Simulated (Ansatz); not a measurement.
**C2H6ClGeN: geometry relaxation**

System: C2H6ClGeN, SMILES C[N](C)[Ge][Cl].
Method: RKS PBE0-D4/def2-TZVP (Ansatz 0.2.0).

The geometry: PBE-D4/def2-SVP start. Figures and captions count atoms from 1; the log counts them from 0 in places.

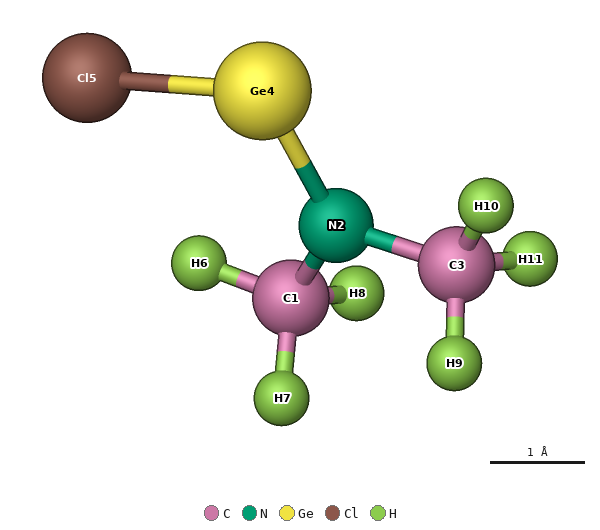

Figure 1. The starting structure (ball-and-stick view, seen at a tilt; atoms are numbered from 1 in the order of the input). Sticks mark near contacts. Bond lengths as drawn: Cl–Ge 2.24 Å, C–H 1.11 to 1.12 Å, C–N 1.45 Å and Ge–N 1.86 Å.

**The input**
```yaml
crystal:
  periodic: [false, false, false]
  atoms:
    - {symbol: C, position_ang: [-1.005649, 0.002771, 0.584257]}
    - {symbol: N, position_ang: [0.192706, 0.182971, -0.210733]}
    - {symbol: C, position_ang: [1.130836, -0.923906, -0.133969]}
    - {symbol: Ge, position_ang: [0.679846, 1.611500, -1.295026]}
    - {symbol: Cl, position_ang: [-1.120428, 2.916742, -0.988079]}
    - {symbol: H, position_ang: [-1.666584, 0.884014, 0.481054]}
    - {symbol: H, position_ang: [-0.754743, -0.131639, 1.662123]}
    - {symbol: H, position_ang: [-1.567484, -0.904846, 0.262264]}
    - {symbol: H, position_ang: [1.482331, -1.093695, 0.910390]}
    - {symbol: H, position_ang: [2.023788, -0.724616, -0.764667]}
    - {symbol: H, position_ang: [0.670783, -1.876295, -0.487015]}
basis:
  gaussian: {orbitals: def2-TZVP}
hamiltonian: {xc: pbe0, dispersion: d4}
relax: {f_tol: 0.005, max_steps: 150}
```

Run on 4 threads of Intel Xeon @ 2.50GHz, 180 GiB of memory available, shared host.

Launch command:
```bash
ansatz run in.yaml --threads 4 --pin off --events-out ev --progress --plain --max-ram 10444MiB
```

**Output**
```
Functional definition: PBE0
  name "PBE0"
  cite "Adamo & Barone, J. Chem. Phys. 110, 6158 (1999) doi:10.1063/1.478522"
  cite "Perdew, Burke & Ernzerhof, Phys. Rev. Lett. 77, 3865 (1996) doi:10.1103/PhysRevLett.77.3865"
  parent pbe
  parameter a = 0.25
  parameter kappa = 0.804
  parameter beta = 0.06672455060314922
  exchange = (1 - a)*pbe_x(kappa = kappa, mu = beta*pi^2/3) + a*exact_x
  correlation = pbe_c(beta = beta)
1448 factors; their error is unknown
mean field evaluation 1: about -72680.0103 eV, gradient 6.6e1 eV
mean field evaluation 2: about -72638.6557 eV, gradient 1.4e2 eV
mean field evaluation 4: about -72689.8582 eV, gradient 7.9e0 eV
mean field evaluation 8: about -72689.9911 eV, gradient 2.4e-1 eV
mean field evaluation 16: about -72690.2916 eV, gradient 4.0e-4 eV
mean field -72690.29156069 eV, -2671.3189436062 hartree, gradient 6.0e-5 eV, S^2 0.000000; 0 other end points of the search recorded, 0 dependent functions left out
the calculation of the forces begins
reference -72690.29159259 eV, -2671.3189447785 hartree; 37, 37 occupied and 177, 177 virtual orbitals, 1448 factors
relax step   1: F+E_penalty+E_count = -72690.53140398 eV  Δ(F+E_penalty+E_count) = +0.000e0 eV  max|allowed force component| = 5.260e-1 eV/Å  Δτ_max = 0.0000 Å  (30 SCF iters, accepted)
these checks for a lower state are left out or cut short: starts, cluster_reference, orbital_swaps, neighbouring_geometries, increment
1448 factors; their error is unknown
mean field -72690.33947967 eV, -2671.3207045961 hartree, gradient 6.7e-6 eV, S^2 0.000000; 0 other end points of the search recorded, 0 dependent functions left out
the calculation of the forces begins
reference -72690.33951130 eV, -2671.3207057586 hartree; 37, 37 occupied and 177, 177 virtual orbitals, 1448 factors
relax step   2: F+E_penalty+E_count = -72690.58062260 eV  Δ(F+E_penalty+E_count) = -4.922e-2 eV  max|allowed force component| = 1.977e-1 eV/Å  Δτ_max = 0.0252 Å  (34 SCF iters, accepted)
these checks for a lower state are left out or cut short: starts, cluster_reference, orbital_swaps, neighbouring_geometries, increment
1448 factors; their error is unknown
mean field evaluation 32: about -72690.3441 eV, gradient 6.5e-6 eV
mean field -72690.34411011 eV, -2671.3208747618 hartree, gradient 6.5e-6 eV, S^2 0.000000; 0 other end points of the search recorded, 0 dependent functions left out
the calculation of the forces begins
reference -72690.34414157 eV, -2671.3208759180 hartree; 37, 37 occupied and 177, 177 virtual orbitals, 1448 factors
relax step   3: F+E_penalty+E_count = -72690.58605456 eV  Δ(F+E_penalty+E_count) = -5.432e-3 eV  max|allowed force component| = 2.867e-2 eV/Å  Δτ_max = 0.0145 Å  (33 SCF iters, accepted)
these checks for a lower state are left out or cut short: starts, cluster_reference, orbital_swaps, neighbouring_geometries, increment
1448 factors; their error is unknown
mean field -72690.34395364 eV, -2671.3208690114 hartree, gradient 6.6e-6 eV, S^2 0.000000; 0 other end points of the search recorded, 0 dependent functions left out
the calculation of the forces begins
reference -72690.34398509 eV, -2671.3208701673 hartree; 37, 37 occupied and 177, 177 virtual orbitals, 1448 factors
relax step   4: F+E_penalty+E_count = -72690.58589274 eV  Δ(F+E_penalty+E_count) = +1.618e-4 eV  max|allowed force component| = 6.728e-2 eV/Å  Δτ_max = 0.0063 Å  (34 SCF iters, rejected (line search))
these checks for a lower state are left out or cut short: starts, cluster_reference, orbital_swaps, neighbouring_geometries, increment
1448 factors; their error is unknown
mean field -72690.34426024 eV, -2671.3208802789 hartree, gradient 6.6e-6 eV, S^2 0.000000; 0 other end points of the search recorded, 0 dependent functions left out
the calculation of the forces begins
reference -72690.34429171 eV, -2671.3208814353 hartree; 37, 37 occupied and 177, 177 virtual orbitals, 1448 factors
relax step   5: F+E_penalty+E_count = -72690.58612709 eV  Δ(F+E_penalty+E_count) = -7.253e-5 eV  max|allowed force component| = 9.125e-3 eV/Å  Δτ_max = 0.0031 Å  (35 SCF iters, accepted)
these checks for a lower state are left out or cut short: starts, cluster_reference, orbital_swaps, neighbouring_geometries, increment
1448 factors; their error is unknown
mean field -72690.34436145 eV, -2671.3208839982 hartree, gradient 6.6e-6 eV, S^2 0.000000; 0 other end points of the search recorded, 0 dependent functions left out
the calculation of the forces begins
reference -72690.34439292 eV, -2671.3208851548 hartree; 37, 37 occupied and 177, 177 virtual orbitals, 1448 factors
relax step   6: F+E_penalty+E_count = -72690.58615325 eV  Δ(F+E_penalty+E_count) = -2.615e-5 eV  max|allowed force component| = 5.425e-3 eV/Å  Δτ_max = 0.0045 Å  (34 SCF iters, accepted)
these checks for a lower state are left out or cut short: starts, cluster_reference, orbital_swaps, neighbouring_geometries, increment
1448 factors; their error is unknown
mean field -72690.34437183 eV, -2671.3208843797 hartree, gradient 6.6e-6 eV, S^2 0.000000; 0 other end points of the search recorded, 0 dependent functions left out
the calculation of the forces begins
reference -72690.34440330 eV, -2671.3208855363 hartree; 37, 37 occupied and 177, 177 virtual orbitals, 1448 factors
relax step   7: F+E_penalty+E_count = -72690.58615696 eV  Δ(F+E_penalty+E_count) = -3.709e-6 eV  max|allowed force component| = 1.775e-3 eV/Å  Δτ_max = 0.0011 Å  (35 SCF iters, accepted)
1448 factors; their error is unknown
mean field evaluation 64: about -72690.3442 eV, gradient 4.0e-1 eV
```

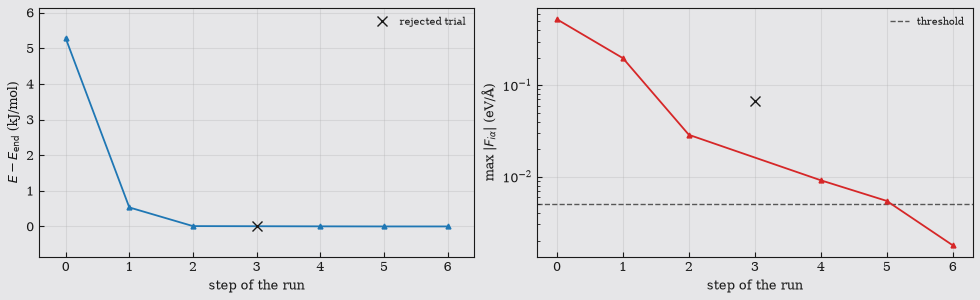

Figure 2. Progress of the relaxation, step by step (the first geometry is step 0 here and step 1 in the log).

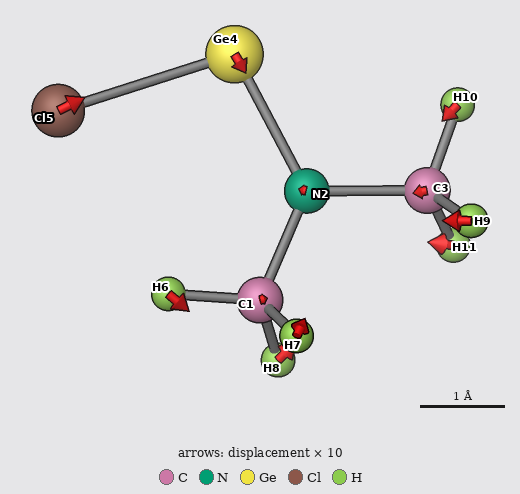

Figure 3. The starting structure with the displacements as red arrows, magnified 10 times (ball-and-stick view, seen at a tilt). The two geometries are laid on each other by the best rigid fit. The largest moves after the best rigid fit, 0.037 Å, are those of Cl5 and H9. Largest moves by element: Cl 0.037 Å, H 0.037 Å, Ge 0.028 Å, C 0.019 Å, N 0.011 Å. Among the contacts that change: N2–Ge4 1.858 → 1.823 Å, Ge4–Cl5 2.245 → 2.214 Å, C1–H6 1.106 → 1.088 Å, C3–H11 1.115 → 1.097 Å. Over 6 geometry steps the energy falls by 5.28 kJ/mol. The largest force component goes from 0.53 to 0.0018 eV/Å. The line search rejected the trial step at point 3 (counted from 0) and went back. (Atoms are counted from 1 in the order of the input.)

```
mean field -72690.34437183 eV, -2671.3208843797 hartree, gradient 6.6e-6 eV, S^2 0.000000; 1 other end points of the search recorded, 0 dependent functions left out
the calculation of the forces begins
reference -72690.34440330 eV, -2671.3208855363 hartree; 37, 37 occupied and 177, 177 virtual orbitals, 1448 factors
Total energy: -72690.58618843 eV, -2671.3297709759 hartree
Atom 0 at    -0.997737    -0.003721     0.582835 Å, force    -0.000077    -0.000776     0.000825 eV/Å
Atom 1 at     0.187168     0.192045    -0.213641 Å, force    -0.000148     0.001775    -0.000991 eV/Å
Atom 2 at     1.116477    -0.912051    -0.133638 Å, force    -0.000684    -0.001239     0.001196 eV/Å
Atom 3 at     0.673952     1.589502    -1.278852 Å, force    -0.000068    -0.000019    -0.000062 eV/Å
Atom 4 at    -1.087190     2.900680    -0.993058 Å, force     0.000290    -0.000319     0.000095 eV/Å
Atom 5 at    -1.665249     0.851120     0.491417 Å, force    -0.000028     0.000229    -0.000269 eV/Å
Atom 6 at    -0.736150    -0.133727     1.640737 Å, force    -0.000295     0.000003    -0.000122 eV/Å
Atom 7 at    -1.535358    -0.905214     0.262272 Å, force     0.000035     0.000123     0.000186 eV/Å
Atom 8 at     1.455815    -1.071508     0.897439 Å, force     0.000197    -0.000133    -0.000165 eV/Å
Atom 9 at     1.997887    -0.719309    -0.752846 Å, force     0.000449     0.000482    -0.000499 eV/Å
Atom 10 at     0.655787    -1.844816    -0.482065 Å, force     0.000328    -0.000124    -0.000194 eV/Å
Dipole moment:     0.256020    -0.568474     0.170201 e Å
```

**Trajectory as extended XYZ (Å, eV, eV/Å), 7 frames, from step=1 to step=7**
```
11
Properties=species:S:1:pos:R:3:forces:R:3 step=1 energy=-72690.53140
C    -1.0056    0.0028    0.5843   -0.2026  -0.0472   0.1404
N     0.1927    0.1830   -0.2107    0.1330   0.2915  -0.2340
C     1.1308   -0.9239   -0.1340    0.1293  -0.2377   0.0428
Ge    0.6798    1.6115   -1.2950   -0.4975  -0.3786   0.5002
Cl   -1.1204    2.9167   -0.9881    0.3152  -0.2024  -0.0677
H    -1.6666    0.8840    0.4811    0.3436  -0.4866   0.0683
H    -0.7547   -0.1316    1.6621   -0.0834   0.0822  -0.5260
H    -1.5675   -0.9048    0.2623    0.2920   0.4394   0.1208
H     1.4823   -1.0937    0.9104   -0.1877   0.1254  -0.5032
H     2.0238   -0.7246   -0.7647   -0.4411  -0.0773   0.3018
H     0.6708   -1.8763   -0.4870    0.1993   0.4913   0.1565
11
Properties=species:S:1:pos:R:3:forces:R:3 step=2 energy=-72690.58062
C    -0.9994   -0.0020    0.5833   -0.0615  -0.0256   0.0489
N     0.1897    0.1875   -0.2115    0.0396   0.1916  -0.1316
C     1.1207   -0.9162   -0.1330    0.0606  -0.0911   0.0132
Ge    0.6736    1.5990   -1.2840   -0.1410  -0.1977   0.1922
Cl   -1.0987    2.9049   -0.9930    0.0763  -0.0527  -0.0136
H    -1.6616    0.8627    0.4884    0.0876  -0.1370   0.0246
H    -0.7420   -0.1350    1.6471   -0.0294   0.0230  -0.1574
H    -1.5468   -0.9031    0.2606    0.0867   0.1322   0.0403
H     1.4644   -1.0791    0.9017   -0.0561   0.0357  -0.1528
H     2.0047   -0.7204   -0.7559   -0.1240  -0.0278   0.0881
H     0.6609   -1.8552   -0.4830    0.0611   0.1493   0.0480
11
Properties=species:S:1:pos:R:3:forces:R:3 step=3 energy=-72690.58606
C    -0.9975   -0.0022    0.5822   -0.0041  -0.0102   0.0083
N     0.1881    0.1915   -0.2132   -0.0083   0.0287  -0.0113
C     1.1168   -0.9118   -0.1335    0.0131  -0.0249   0.0060
Ge    0.6743    1.5890   -1.2789    0.0029  -0.0095   0.0033
Cl   -1.0897    2.8938   -0.9909   -0.0082   0.0203  -0.0060
H    -1.6626    0.8546    0.4920   -0.0009   0.0006  -0.0003
H    -0.7373   -0.1348    1.6400    0.0043   0.0004   0.0043
H    -1.5381   -0.9014    0.2605    0.0001  -0.0050  -0.0039
H     1.4566   -1.0721    0.8972    0.0009   0.0016   0.0052
H     1.9980   -0.7189   -0.7527    0.0041   0.0015  -0.0029
H     0.6569   -1.8448   -0.4820   -0.0038  -0.0034  -0.0028
11
Properties=species:S:1:pos:R:3:forces:R:3 step=4 energy=-72690.58589 accepted=F
C    -0.9952   -0.0034    0.5814   -0.0101   0.0336  -0.0105
N     0.1892    0.1942   -0.2148    0.0087  -0.0369   0.0145
C     1.1157   -0.9130   -0.1322   -0.0126   0.0673  -0.0281
Ge    0.6742    1.5921   -1.2804    0.0001  -0.0158   0.0092
Cl   -1.0910    2.8952   -0.9897   -0.0043   0.0173  -0.0067
H    -1.6616    0.8523    0.4910   -0.0118  -0.0042   0.0085
H    -0.7335   -0.1357    1.6385    0.0030   0.0004   0.0146
H    -1.5326   -0.9038    0.2590   -0.0101  -0.0122  -0.0050
H     1.4528   -1.0705    0.8991    0.0124  -0.0083   0.0175
H     1.9962   -0.7209   -0.7517    0.0258  -0.0164  -0.0057
H     0.6513   -1.8434   -0.4795   -0.0011  -0.0249  -0.0082
11
Properties=species:S:1:pos:R:3:forces:R:3 step=5 energy=-72690.58613
C    -0.9975   -0.0027    0.5825   -0.0016  -0.0044   0.0034
N     0.1879    0.1918   -0.2133   -0.0037   0.0051  -0.0007
C     1.1169   -0.9123   -0.1334    0.0033  -0.0050   0.0006
Ge    0.6736    1.5893   -1.2787    0.0037  -0.0013  -0.0017
Cl   -1.0897    2.8966   -0.9923   -0.0023   0.0091  -0.0031
H    -1.6628    0.8539    0.4923   -0.0017  -0.0001   0.0005
H    -0.7368   -0.1350    1.6402    0.0020  -0.0009   0.0014
H    -1.5377   -0.9021    0.2604    0.0011  -0.0029  -0.0006
H     1.4565   -1.0721    0.8975   -0.0005   0.0010   0.0015
H     1.9983   -0.7192   -0.7526    0.0013  -0.0002  -0.0005
H     0.6566   -1.8451   -0.4820   -0.0016  -0.0004  -0.0008
11
Properties=species:S:1:pos:R:3:forces:R:3 step=6 energy=-72690.58615
C    -0.9979   -0.0037    0.5832    0.0005   0.0013  -0.0016
N     0.1869    0.1919   -0.2132    0.0054   0.0002  -0.0028
C     1.1166   -0.9120   -0.1337   -0.0025  -0.0005   0.0016
Ge    0.6743    1.5889   -1.2788   -0.0046   0.0019   0.0014
Cl   -1.0872    2.9000   -0.9939    0.0019  -0.0002  -0.0006
H    -1.6646    0.8517    0.4919   -0.0028  -0.0001   0.0014
H    -0.7364   -0.1343    1.6411    0.0004   0.0001   0.0004
H    -1.5361   -0.9047    0.2623   -0.0002  -0.0005  -0.0001
H     1.4558   -1.0719    0.8973    0.0004  -0.0007  -0.0007
H     1.9979   -0.7183   -0.7527    0.0003  -0.0015   0.0004
H     0.6562   -1.8447   -0.4829    0.0012   0.0000   0.0005
11
Properties=species:S:1:pos:R:3:forces:R:3 step=7 energy=-72690.58616
C    -0.9977   -0.0037    0.5828   -0.0001  -0.0008   0.0008
N     0.1872    0.1920   -0.2136   -0.0001   0.0018  -0.0010
C     1.1165   -0.9121   -0.1336   -0.0007  -0.0012   0.0012
Ge    0.6740    1.5895   -1.2789   -0.0001   0.0000  -0.0001
Cl   -1.0872    2.9007   -0.9931    0.0003  -0.0003   0.0001
H    -1.6652    0.8511    0.4914    0.0000   0.0002  -0.0003
H    -0.7361   -0.1337    1.6407   -0.0003   0.0000  -0.0001
H    -1.5354   -0.9052    0.2623    0.0000   0.0001   0.0002
H     1.4558   -1.0715    0.8974    0.0002  -0.0001  -0.0002
H     1.9979   -0.7193   -0.7528    0.0004   0.0005  -0.0005
H     0.6558   -1.8448   -0.4821    0.0003  -0.0001  -0.0002
```

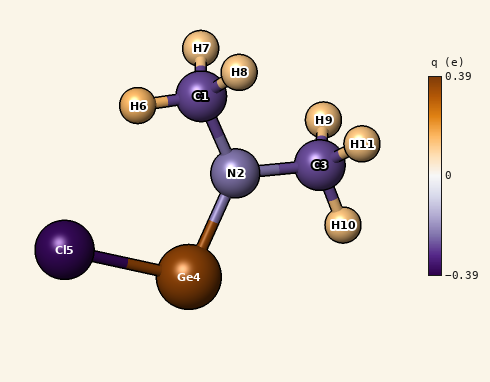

Figure 4. Mulliken charges, as the colour of each atom (ball-and-stick view, seen at a tilt; atoms are numbered from 1 in the order of the input). By element: C −0.28 to −0.27, N −0.23, Ge +0.37, Cl −0.37 and H +0.12 to +0.15 e.

**Summary**

- outcome: converged
- total energy: −72690.5862 eV
- mean-field energy: −72690.3444 eV
- dispersion energy: −0.2418 eV
- SCF solution under orbital rotations: stable
- largest force (length of the vector) at the end: 0.002 eV/Å
- dipole moment: 3.10 D
- wall time: 88 s (CPU time 4.4 min)
- peak memory: 0.69 GiB
